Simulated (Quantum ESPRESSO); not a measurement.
# Ag (Silver): phonons by linear response

How does Ag (Silver) vibrate, and is this structure a minimum?

Main program and level: Quantum ESPRESSO 7.5; DFT LDA, scalar-relativistic, plane waves, JTH PAW pseudopotentials.

### Step 1. The starting structure

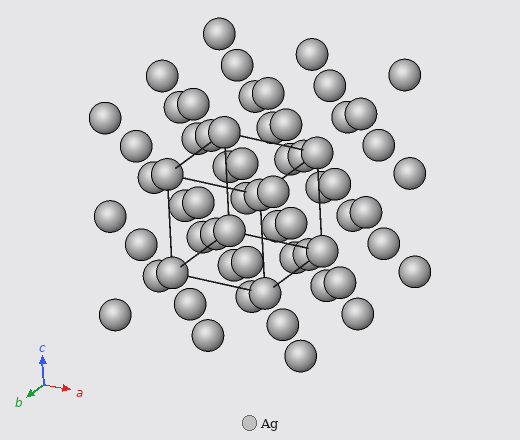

The cell as given, from a free direction (silver light grey). 2×2×2 cells are drawn. This picture shows the conventional cell, with its axes. Some periodic images of atoms are drawn too.

### Step 2. A first look

Before anything dear is run, a loose run with smearing shows whether this is a metal and how far the cell is from rest.

Contents of probe.in:

```
&control
   calculation = 'scf'
   prefix = 'x'
   outdir = './tmp'
   pseudo_dir = './pseudo'
   tprnfor = .true.
   tstress = .true.
   verbosity = 'high'
/
&system
   ibrav = 0
   nat = 1
   ntyp = 1
   ecutwfc = 40.0
   ecutrho = 200.0
   occupations = 'smearing'
   smearing = 'gaussian'
   degauss = 0.01
/
&electrons
   conv_thr = 1.0d-07
   mixing_beta = 0.7
   electron_maxstep = 100
/
ATOMIC_SPECIES
 Ag    107.8682  Ag.upf
CELL_PARAMETERS angstrom
     0.000000000    2.042750000    2.042750000
     2.042750000    0.000000000    2.042750000
     2.042750000    2.042750000    0.000000000
ATOMIC_POSITIONS crystal
 Ag     0.000000000   0.000000000   0.000000000
K_POINTS automatic
 8 8 8 0 0 0
```

Started as:

```bash
$ OMP_NUM_THREADS=1 mpirun -n 4 pw.x -nk 4 -in probe.in > probe.out
```

Output:

```text
[banners, grids, parts of the stress and lines that vanish by symmetry left out]
Program PWSCF v.7.5
     file Ag.upf: wavefunction(s)  0S 5P 0P 4D 0D renormalized
     Message from routine setup:
[...]
kinetic-energy cutoff     =      40.0000  Ry
     charge density cutoff     =     200.0000  Ry
     scf convergence threshold =      1.0E-07
[...]
Exchange-correlation= SLA PW NOGX NOGC
                           (   1   4   0   0   0   0   0)
[...]
48 Sym. Ops., with inversion, found
[...]
(     0          1          0      )
                  (     0          0          1      )
[...]
( -0.0000000  1.0000000  0.0000000 )
                  ( -0.0000000  0.0000000  1.0000000 )
[...]
(     1          0         -1      )
                  (     0          0         -1      )
[...]
(  1.0000000 -0.0000000 -0.0000000 )
                  (  0.0000000 -1.0000000 -0.0000000 )
[...]
(    -1          1          0      )
                  (     0          1         -1      )
[...]
( -1.0000000  0.0000000 -0.0000000 )
                  ( -0.0000000  1.0000000 -0.0000000 )
[...]
number of k points=    29  Gaussian smearing, width (Ry)=  0.0100
[...]
End of self-consistent calculation
[...]
the Fermi energy is    12.8224 ev
!    total energy              =    -345.52245249 Ry
[...]
convergence has been achieved in   6 iterations
[...]
atom    1 type  1   force =     0.00000000    0.00000000    0.00000000
[...]
Total force =     0.000000     Total SCF correction =     0.000000
[...]
total   stress  (Ry/bohr**3)                   (kbar)     P=      -66.57
[...]
XML data file, charge density, pseudopotentials, collected wavefunctions

   JOB DONE.
```

Elapsed: 2.3 s, on 4 MPI ranks of Arm Neoverse N1, shared host.

This step gave:

* volume per atom: 17.05 Å³
* pressure: -6.657 GPa
* gap on the k-mesh: 0 eV

No gap opens on this mesh, so smearing is kept; the start stands at -6.7 GPa.

### Step 3. Relaxation

The relaxation runs at a cutoff a fifth above that of the response, since stress converges more slowly with the basis than frequencies do. Forces and stress are brought to rest with tight thresholds.

Contents of relax.in:

```
&control
   calculation = 'vc-relax'
   prefix = 'x'
   outdir = './tmp'
   pseudo_dir = './pseudo'
   tprnfor = .true.
   tstress = .true.
   forc_conv_thr = 2.0d-05
   etot_conv_thr = 1.0d-07
   nstep = 40
/
&system
   ibrav = 0
   nat = 1
   ntyp = 1
   ecutwfc = 48
   ecutrho = 240.0
   occupations = 'smearing'
   smearing = 'mv'
   degauss = 0.02
/
&electrons
   conv_thr = 1.0d-11
   mixing_beta = 0.7
   electron_maxstep = 100
/
&ions
/
&cell
   press_conv_thr = 0.2
/
ATOMIC_SPECIES
 Ag    107.8682  Ag.upf
CELL_PARAMETERS angstrom
     0.000000000    2.042750000    2.042750000
     2.042750000    0.000000000    2.042750000
     2.042750000    2.042750000    0.000000000
ATOMIC_POSITIONS crystal
 Ag     0.000000000   0.000000000   0.000000000
K_POINTS automatic
 16 16 16 0 0 0
```

Started as:

```bash
$ OMP_NUM_THREADS=1 mpirun -n 4 pw.x -nk 4 -in relax.in > relax.out
```

Output:

```text
[banners, grids, parts of the stress and lines that vanish by symmetry left out]
[banner, memory and clock lines left out]
Program PWSCF v.7.5

[...]
kinetic-energy cutoff     =      48.0000  Ry
     charge density cutoff     =     240.0000  Ry
     scf convergence threshold =      1.0E-11
[...]
energy convergence thresh.=      1.0E-07
     force convergence thresh. =      2.0E-05
     press convergence thresh. =      2.0E-01
     Exchange-correlation= SLA PW NOGX NOGC
                           (   1   4   0   0   0   0   0)
[...]
48 Sym. Ops., with inversion, found
[...]
number of k points=   145  Marzari-Vanderbilt smearing, width (Ry)=  0.0200
[...]
End of self-consistent calculation
[...]
the Fermi energy is    12.9255 ev
!    total energy              =    -345.52485800 Ry
[...]
convergence has been achieved in   8 iterations
[...]
atom    1 type  1   force =     0.00000000    0.00000000    0.00000000
     Total force =     0.000000     Total SCF correction =     0.000000
[...]
total   stress  (Ry/bohr**3)                   (kbar)     P=      -73.33
[...]
number of bfgs steps    =   0
[...]
CELL_PARAMETERS (angstrom)
[...]
ATOMIC_POSITIONS (crystal)
Ag               0.0000000000        0.0000000000        0.0000000000
[...]
New effective cutoffs (rho, wfc):  244.49   49.22
[...]
End of self-consistent calculation
[...]
the Fermi energy is    13.6548 ev
!    total energy              =    -345.52641336 Ry
[...]
convergence has been achieved in  11 iterations
[...]
atom    1 type  1   force =     0.00000000    0.00000000    0.00000000
     Total force =     0.000000     Total SCF correction =     0.000000
[...]
total   stress  (Ry/bohr**3)                   (kbar)     P=      -32.60
[...]
number of bfgs steps    =   1
[...]
CELL_PARAMETERS (angstrom)
[...]
ATOMIC_POSITIONS (crystal)
Ag               0.0000000000        0.0000000000        0.0000000000
[...]
New effective cutoffs (rho, wfc):  249.29   50.18
[...]
End of self-consistent calculation
[...]
the Fermi energy is    14.2459 ev
!    total energy              =    -345.52671568 Ry
[...]
convergence has been achieved in  14 iterations
[...]
atom    1 type  1   force =     0.00000000    0.00000000    0.00000000
     Total force =     0.000000     Total SCF correction =     0.000000
[...]
total   stress  (Ry/bohr**3)                   (kbar)     P=        5.90
[...]
number of bfgs steps    =   2
[...]
CELL_PARAMETERS (angstrom)
[...]
ATOMIC_POSITIONS (crystal)
Ag               0.0000000000        0.0000000000        0.0000000000
[...]
New effective cutoffs (rho, wfc):  248.55   50.03
[...]
End of self-consistent calculation
[...]
the Fermi energy is    14.1548 ev
!    total energy              =    -345.52672460 Ry
[...]
convergence has been achieved in  12 iterations
[...]
atom    1 type  1   force =     0.00000000    0.00000000    0.00000000
     Total force =     0.000000     Total SCF correction =     0.000000
[...]
total   stress  (Ry/bohr**3)                   (kbar)     P=       -0.35
[...]
number of bfgs steps    =   3
[...]
CELL_PARAMETERS (angstrom)
[...]
ATOMIC_POSITIONS (crystal)
Ag               0.0000000000        0.0000000000        0.0000000000
[...]
New effective cutoffs (rho, wfc):  248.60   50.04
[...]
End of self-consistent calculation
[...]
the Fermi energy is    14.1600 ev
!    total energy              =    -345.52672463 Ry
[...]
convergence has been achieved in  11 iterations
[...]
atom    1 type  1   force =     0.00000000    0.00000000    0.00000000
     Total force =     0.000000     Total SCF correction =     0.000000
[...]
total   stress  (Ry/bohr**3)                   (kbar)     P=       -0.01
[...]
bfgs converged in   5 scf cycles and   4 bfgs steps
[...]
End of BFGS Geometry Optimization
     Final enthalpy           =    -345.5267246281 Ry
     File ./tmp/x.bfgs deleted, as requested
[...]
CELL_PARAMETERS (angstrom)
[...]
ATOMIC_POSITIONS (crystal)
Ag               0.0000000000        0.0000000000        0.0000000000
[...]
Final scf calculation at the relaxed structure.
[...]
kinetic-energy cutoff     =      48.0000  Ry
     charge density cutoff     =     240.0000  Ry
     scf convergence threshold =      1.0E-13
[...]
press convergence thresh. =      2.0E-01
     Exchange-correlation= SLA PW NOGX NOGC
                           (   1   4   0   0   0   0   0)
[...]
48 Sym. Ops., with inversion, found
[...]
number of k points=   145  Marzari-Vanderbilt smearing, width (Ry)=  0.0200
[...]
c_bands:  1 eigenvalues not converged
[...]
End of self-consistent calculation
[...]
the Fermi energy is    14.1600 ev
!    total energy              =    -345.52665782 Ry
[...]
convergence has been achieved in   9 iterations
[...]
atom    1 type  1   force =     0.00000000    0.00000000    0.00000000
     Total force =     0.000000     Total SCF correction =     0.000000
[...]
total   stress  (Ry/bohr**3)                   (kbar)     P=       -0.56
[...]
XML data file, charge density, pseudopotentials, collected wavefunctions
```

Wall time 38 s (4 MPI ranks).

Relaxation path:

```csv
step,energy less that of the first step (eV),largest force (eV/Å),pressure (GPa),volume (Å³)
1,0.0000,0.0000,-7.33,17.05
2,-0.0212,0.0000,-3.26,16.42
3,-0.0253,0.0000,0.59,15.95
4,-0.0254,0.0000,-0.03,16.02
5,-0.0254,0.0000,0.00,16.01
6,-0.0245,0.0000,-0.06,16.01
```

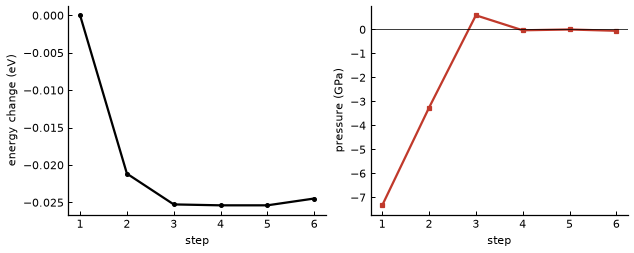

Energy and pressure along the relaxation.

| conventional cell, symmetrised | before | after | change |
| --- | --- | --- | --- |
| a (Å) | 4.085 | 4.001 | -2.1 % |
| b (Å) | 4.085 | 4.001 | -2.1 % |
| c (Å) | 4.085 | 4.001 | -2.1 % |
| volume (Å³/atom) | 17.05 | 16.01 | -6.1 % |

Final coordinates:

```
Ag
1.0
     0.00000    2.00058    2.00058
     2.00058    0.00000    2.00058
     2.00058    2.00058    0.00000
Ag
1
Direct
  0.00000 0.00000 0.00000
```

The last row of the table of steps is pw.x's closing run on a basis chosen anew for the final cell, so its energy can jump.

Numbers from this step:

```
volume per atom : 16.01 Å³
pressure        : -0.05600 GPa
```

The volume changes by -6.1 % from the cell with which this run began.

### Step 4. Self-consistent run for the response

Perturbation theory inherits every error of the wavefunctions, so the threshold is set near the limit of the arithmetic. Smearing stays on, as the first look found no gap above 0.3 eV.

Contents of scf.in:

```
&control
   calculation = 'scf'
   prefix = 'x'
   outdir = './tmp'
   pseudo_dir = './pseudo'
   tprnfor = .true.
   tstress = .true.
/
&system
   ibrav = 0
   nat = 1
   ntyp = 1
   ecutwfc = 40.0
   ecutrho = 200.0
   occupations = 'smearing'
   smearing = 'mv'
   degauss = 0.02
/
&electrons
   conv_thr = 1.0d-12
   mixing_beta = 0.7
   electron_maxstep = 100
/
ATOMIC_SPECIES
 Ag    107.8682  Ag.upf
CELL_PARAMETERS angstrom
     0.000000000    2.000578129    2.000578129
     2.000578129    0.000000000    2.000578129
     2.000578129    2.000578129    0.000000000
ATOMIC_POSITIONS crystal
 Ag     0.000000000   0.000000000   0.000000000
K_POINTS automatic
 16 16 16 0 0 0
```

Started as:

```bash
$ OMP_NUM_THREADS=1 mpirun -n 4 pw.x -nk 4 -in scf.in > scf.out
```

Output:

```text
[banners, grids, parts of the stress and lines that vanish by symmetry left out]
[banner, memory and clock lines left out]
Program PWSCF v.7.5

[...]
kinetic-energy cutoff     =      40.0000  Ry
     charge density cutoff     =     200.0000  Ry
     scf convergence threshold =      1.0E-12
[...]
Exchange-correlation= SLA PW NOGX NOGC
                           (   1   4   0   0   0   0   0)
[...]
48 Sym. Ops., with inversion, found
[...]
number of k points=   145  Marzari-Vanderbilt smearing, width (Ry)=  0.0200
[...]
End of self-consistent calculation
[...]
the Fermi energy is    14.1599 ev
!    total energy              =    -345.52634056 Ry
[...]
convergence has been achieved in   9 iterations
[...]
atom    1 type  1   force =     0.00000000    0.00000000    0.00000000
     Total force =     0.000000     Total SCF correction =     0.000000
[...]
total   stress  (Ry/bohr**3)                   (kbar)     P=        0.60
[...]
XML data file, charge density, pseudopotentials, collected wavefunctions
```

It took 6.5 s on 4 MPI ranks; 26 s of CPU time.

This step gave:

```
pressure : 0.06 GPa
```

The cell stands at 0.06 GPa, close enough for phonons.

(Part 1 of 3 ends here.)

[Host names and launcher messages were left out of these logs when they were recorded.]

[Logs are printed without paths, hosts, clocks, repeated set-up lines and the standing remarks that a program may print on its own settings, such as how far it seeks lower states.]

[Hosts, paths, dates, database ids (printed as entryN), source tags and the programs' standing remarks are cut or masked in the printed files.]
